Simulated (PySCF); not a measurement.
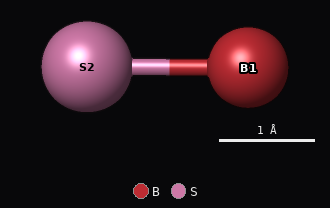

Fig. 1: The structure (ball-and-stick view, seen at a tilt; atoms are numbered from 1 in the order of the input). Bond lengths as drawn: B–S 1.70 Å.

Single-point calculation, with input and output: BS

System: BS, multiplicity 2.
Method: UHF/def2-svpd, gradient (PySCF 2.14.0).

Figures and captions count atoms from 1; the log counts them from 0 in places.

## Log
```
WARN: HOMO -0.182583988837515 >= LUMO -0.182583988837515

converged SCF energy = -419.686415011939  <S^2> = 0.8917423  2S+1 = 2.1370468
--------------- DFUHF gradients ---------------
         x                y                z
0 B     0.0000000000     0.0000000000    -0.1763784791
1 S    -0.0000000000    -0.0000000000     0.1763784791
----------------------------------------------
Dipole moment(X, Y, Z, Debye): -0.00000, -0.00000, -1.58088
orbital energies (hartree): [array([-0.4637, -0.3902, -0.3902,  0.0419,  0.0419,  0.0815]), array([-0.5356, -0.4107, -0.4107, -0.0069,  0.0933,  0.0933])]
```

This output came from the following input.

## Input file
```python
from pyscf import gto, scf

mol = gto.M(
    atom='B 0 0 0; S 0 0 1.701',
    basis='def2-svpd',
    charge=0,
    spin=1,
    verbose=3,
)
mf = scf.UHF(mol)
mf = mf.density_fit(auxbasis='weigend')
mf.kernel()
mf.nuc_grad_method().kernel()
mf.dip_moment()
print('orbital energies (hartree):', [e[max(0, n-3):n+3].round(4) for e, n in zip(mf.mo_energy, mol.nelec)])
```

Run as:
```bash
OMP_NUM_THREADS=1 python input.py
```

## Summary

| quantity | value |
| --- | --- |
| outcome | converged |
| SCF energy | −419.686415 hartree |
| ⟨S²⟩ | 0.892 |
| dipole moment | 1.58 D |
| hardware | 1 CPU thread, shared host |
| wall time | 1.7 s |

## Notes

⟨S²⟩ is 0.89 against 0.75 for a pure state: the solution is spin-contaminated.
